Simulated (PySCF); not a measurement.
C4H11BSi, SMILES [SiH3]/C=C/B(C)C at its GFN2-xTB optimised geometry (Å):

```
17

Si     2.7458     0.9902     0.4918
C      0.8675     1.0056     0.4061
C      0.0882    -0.0062     0.0000
B     -1.4662    -0.0062     0.0000
C     -2.2894     1.3409     0.0000
C     -2.2233    -1.3918     0.0081
H      3.2642     2.1115    -0.2986
H      3.1671     1.1515     1.8875
H      3.2595    -0.2740    -0.0379
H      0.3757     1.9150     0.7366
H      0.5968    -0.9167    -0.3080
H     -1.7714     2.1753    -0.4673
H     -3.2642     1.2412    -0.4726
H     -2.4806     1.6300     1.0347
H     -1.6824    -2.1753     0.5353
H     -2.3236    -1.7323    -1.0239
H     -3.2301    -1.3389     0.4162
```

Calculation: PySCF with PBE0/def2-SVP. Cells within 0.4 Å of a nucleus heavier than hydrogen are left out (blank, or x).

Map of the log10 of the electron density (e/bohr³), floored at −4 on the plane z = 0.8 Å:

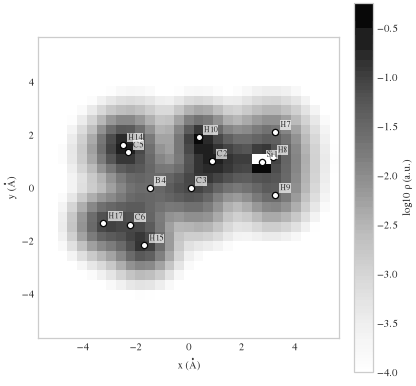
Figure: Log10 of the electron density (e/bohr³), floored at −4 on the plane z = 0.8 Å.
